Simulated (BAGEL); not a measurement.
**C3H12GaN (SMILES C[Ga-](C)(C)[NH3+]): a chain of runs**

We compute the energy (HF/cc-pVDZ), then a single-point energy (NEVPT2(2,2)/cc-pVDZ) of C3H12GaN. 

The calculation is run with BAGEL 1.2.2.

### Step 1. The structure to begin with

C3H12GaN: 17 atoms, total charge 0, spin state singlet. As SMILES, `C[Ga-](C)(C)[NH3+]`. The N5–H15 distance was set to 1.368 Å, away from the relaxed value.

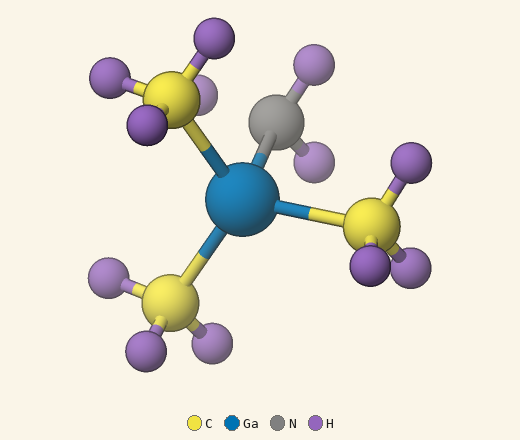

The structure, seen from a chosen angle (carbon yellow, gallium blue, nitrogen grey, hydrogen purple).

### Step 2. A single-point energy at HF/cc-pVDZ (density fitting with svp-jkfit) (run 1)

Contents of input.json:

```json
{ "bagel" : [

{
  "title" : "molecule",
  "basis" : "cc-pvdz.json",
  "df_basis" : "svp-jkfit",
  "angstrom" : "false",
  "geometry" : [
    { "atom" : "C", "xyz" : [ -1.57836918,  1.67807302, -3.96016865 ] },
    { "atom" : "Ga", "xyz" : [  0.08494886, -0.06792054, -1.06157444 ] },
    { "atom" : "C", "xyz" : [  3.62183586,  0.91794958, -0.20397893 ] },
    { "atom" : "C", "xyz" : [ -1.00695379, -3.58715750, -0.26174786 ] },
    { "atom" : "N", "xyz" : [ -1.85321095,  1.88414765,  2.01709178 ] },
    { "atom" : "H", "xyz" : [ -0.84719635,  0.95130325, -5.75227152 ] },
    { "atom" : "H", "xyz" : [ -1.22712578,  3.71593477, -3.95249636 ] },
    { "atom" : "H", "xyz" : [ -3.62462132,  1.38036557, -3.98354456 ] },
    { "atom" : "H", "xyz" : [  4.19170167,  0.24135204,  1.66520587 ] },
    { "atom" : "H", "xyz" : [  4.94574019,  0.10081311, -1.56560219 ] },
    { "atom" : "H", "xyz" : [  3.89798154,  2.96669616, -0.25573853 ] },
    { "atom" : "H", "xyz" : [ -0.36561854, -4.20035473,  1.60615193 ] },
    { "atom" : "H", "xyz" : [ -0.21279639, -4.91503025, -1.63308431 ] },
    { "atom" : "H", "xyz" : [ -3.06191757, -3.80562874, -0.33756367 ] },
    { "atom" : "H", "xyz" : [ -1.04739960,  1.00471069,  4.31082434 ] },
    { "atom" : "H", "xyz" : [ -3.74609291,  1.61514514,  1.90669398 ] },
    { "atom" : "H", "xyz" : [ -1.51334370,  3.76756209,  1.94756875 ] }
  ]
},
{ "title" : "hf" },
{ "title" : "print", "file" : "orbitals.molden", "orbitals" : "true" }

]}
```

The basis set cc-pVDZ is read from a file made from the Basis Set Exchange's data (not shown).

Launch:

```
$ BAGEL_NUM_THREADS=1 BAGEL input.json > input.out
```

The log of the run:

```text
* using 1 threads per process

  ===============================================================
  ===============================================================

  *** Geometry ***

  { "atom" : "C", "xyz" : [     -1.578369,      1.678073,     -3.960169 ] },
  { "atom" : "Ga", "xyz" : [      0.084949,     -0.067921,     -1.061574 ] },
  { "atom" : "C", "xyz" : [      3.621836,      0.917950,     -0.203979 ] },
  { "atom" : "C", "xyz" : [     -1.006954,     -3.587157,     -0.261748 ] },
  { "atom" : "N", "xyz" : [     -1.853211,      1.884148,      2.017092 ] },
  { "atom" : "H", "xyz" : [     -0.847196,      0.951303,     -5.752272 ] },
  { "atom" : "H", "xyz" : [     -1.227126,      3.715935,     -3.952496 ] },
  { "atom" : "H", "xyz" : [     -3.624621,      1.380366,     -3.983545 ] },
  { "atom" : "H", "xyz" : [      4.191702,      0.241352,      1.665206 ] },
  { "atom" : "H", "xyz" : [      4.945740,      0.100813,     -1.565602 ] },
  { "atom" : "H", "xyz" : [      3.897982,      2.966696,     -0.255739 ] },
  { "atom" : "H", "xyz" : [     -0.365619,     -4.200355,      1.606152 ] },
  { "atom" : "H", "xyz" : [     -0.212796,     -4.915030,     -1.633084 ] },
  { "atom" : "H", "xyz" : [     -3.061918,     -3.805629,     -0.337564 ] },
  { "atom" : "H", "xyz" : [     -1.047400,      1.004711,      4.310824 ] },
  { "atom" : "H", "xyz" : [     -3.746093,      1.615145,      1.906694 ] },
  { "atom" : "H", "xyz" : [     -1.513344,      3.767562,      1.947569 ] },

  Number of auxiliary basis functions:      784

  Since a DF basis is specified, we compute 2- and 3-index integrals:
    o Being stored without compression. Storage requirement is 0.128 GB

  Number of basis functions:      143
  Number of electrons      :       68

    * METHOD: MOLECULE                             0.89

  *** RHF ***

  === Nuclear Repulsion ===
   391.4527281458

      * DIIS with orbital gradients will be used.

  === RHF iteration (cc-pvdz.json) ===
      0      -2097.85787269          0.01400500           0.38
      1      -2098.14483277          0.00712919           0.38
      2      -2098.22043011          0.00125543           0.37
      3      -2098.22358324          0.00046992           0.37
      4      -2098.22397130          0.00007463           0.38
      5      -2098.22398664          0.00001595           0.37
      6      -2098.22398772          0.00000404           0.36
      7      -2098.22398778          0.00000109           0.37
      8      -2098.22398779          0.00000035           0.37
      9      -2098.22398779          0.00000009           0.37
     10      -2098.22398779          0.00000002           0.37
     11      -2098.22398779          0.00000001           0.37
    * SCF iteration converged.

    * Permanent dipole moment:
           (    0.836281,    -0.840360,    -1.427203) a.u.

    * METHOD: HF                                   5.17

    * METHOD: PRINT                                0.04

  ===============================================================
```

It took 6.3 s on 1 thread of Arm Neoverse V2, shared host; peak memory 0.38 GiB.

### Step 3. A single-point energy at NEVPT2(2,2)/cc-pVDZ (density fitting with svp-jkfit) (run 2)

Contents of nevpt2.json:

```json
{ "bagel": [

{
  "title": "molecule",
  "basis": "cc-pvdz.json",
  "df_basis": "svp-jkfit",
  "angstrom": false,
  "geometry": [
    { "atom": "C", "xyz": [ -1.57836918,  1.67807302, -3.96016865 ] },
    { "atom": "Ga", "xyz": [  0.08494886, -0.06792054, -1.06157444 ] },
    { "atom": "C", "xyz": [  3.62183586,  0.91794958, -0.20397893 ] },
    { "atom": "C", "xyz": [ -1.00695379, -3.58715750, -0.26174786 ] },
    { "atom": "N", "xyz": [ -1.85321095,  1.88414765,  2.01709178 ] },
    { "atom": "H", "xyz": [ -0.84719635,  0.95130325, -5.75227152 ] },
    { "atom": "H", "xyz": [ -1.22712578,  3.71593477, -3.95249636 ] },
    { "atom": "H", "xyz": [ -3.62462132,  1.38036557, -3.98354456 ] },
    { "atom": "H", "xyz": [  4.19170167,  0.24135204,  1.66520587 ] },
    { "atom": "H", "xyz": [  4.94574019,  0.10081311, -1.56560219 ] },
    { "atom": "H", "xyz": [  3.89798154,  2.96669616, -0.25573853 ] },
    { "atom": "H", "xyz": [ -0.36561854, -4.20035473,  1.60615193 ] },
    { "atom": "H", "xyz": [ -0.21279639, -4.91503025, -1.63308431 ] },
    { "atom": "H", "xyz": [ -3.06191757, -3.80562874, -0.33756367 ] },
    { "atom": "H", "xyz": [ -1.04739960,  1.00471069,  4.31082434 ] },
    { "atom": "H", "xyz": [ -3.74609291,  1.61514514,  1.90669398 ] },
    { "atom": "H", "xyz": [ -1.51334370,  3.76756209,  1.94756875 ] }
  ]
},
{ "title": "hf" },
{ "title": "nevpt2", "nstate": 1, "nact": 2, "nclosed": 33, "active": [24, 35], "maxiter": 200, "natocc": true, "ncore": 13 },
{ "title": "print", "file": "orbitals.molden", "orbitals": true }

]}
```

The basis set cc-pVDZ is read from a file made from the Basis Set Exchange's data (not shown).

Launch:

```
$ BAGEL_NUM_THREADS=1 BAGEL nevpt2.json > nevpt2.out
```

The log of the run:

```text
* using 1 threads per process

  ===============================================================
  ===============================================================

  *** Geometry ***

  { "atom" : "C", "xyz" : [     -1.578369,      1.678073,     -3.960169 ] },
  { "atom" : "Ga", "xyz" : [      0.084949,     -0.067921,     -1.061574 ] },
  { "atom" : "C", "xyz" : [      3.621836,      0.917950,     -0.203979 ] },
[... 13 lines of this table left out ...]
  { "atom" : "H", "xyz" : [     -1.513344,      3.767562,      1.947569 ] },

  Number of auxiliary basis functions:      784

  Since a DF basis is specified, we compute 2- and 3-index integrals:
    o Being stored without compression. Storage requirement is 0.128 GB

  Number of basis functions:      143
  Number of electrons      :       68

    * METHOD: MOLECULE                             0.87

  *** RHF ***

[... 11 lines left out ...]
    * SCF iteration converged.
[... 1 line left out ...]
    * Permanent dipole moment:
[... 22 lines left out ...]
      0  0     -2098.22566023     2.32e-04      0.08

      1  0     -2098.24760662     1.03e-03      1.67
[... 19 lines of this table left out ...]
     11  0     -2098.25591205     9.08e-09      1.72

    * Second-order optimization converged. *

     guess   0:   closed 1.                   open ..

  === FCI iteration ===

      0  0     -2098.22302946     9.33e-02      0.00
      1  0     -2098.25577167     4.98e-03      0.00
      2  0 *   -2098.25591205     2.24e-16      0.00

     * ci vector, state   0, <S^2> = 0.0000
       2.     0.9848132296
       .2    -0.1736171155

  === DF-NEVPT2 calculation ===

    * 3-index integral transformation done
    * assembly done

      NEVPT2 correlation energy:   -0.7106459555      0.98

          (+0)     -0.6427297514
          (+0)'    -0.0246907050
          (+1)     -0.0057755983
          (+1)'    -0.0000000000
          (+2)     -0.0004168667
          (-1)     -0.0310670876
          (-1)'     0.0000000000
          (-2)     -0.0059659465

      NEVPT2 total energy:       -2098.9665580008

    * METHOD: NEVPT2                              24.25

    * METHOD: PRINT                                0.04

  ===============================================================
```

Wall time 31 s (1 thread of Arm Neoverse V2, shared host); peak memory 0.38 GiB.

### Step 4. What came out

| quantity | value |
| --- | --- |
| run 1, HF/cc-pVDZ: total energy | -2098.22399 Eh |
| run 1, HF/cc-pVDZ: dipole moment | 4.72 D |
| run 1, HF/cc-pVDZ: HOMO energy | -9.52 eV |
| run 1, HF/cc-pVDZ: LUMO energy | 2.57 eV |
| run 1, HF/cc-pVDZ: HOMO–LUMO gap | 12.09 eV |
| run 2, NEVPT2(2,2)/cc-pVDZ: total energy | -2098.96656 Eh |
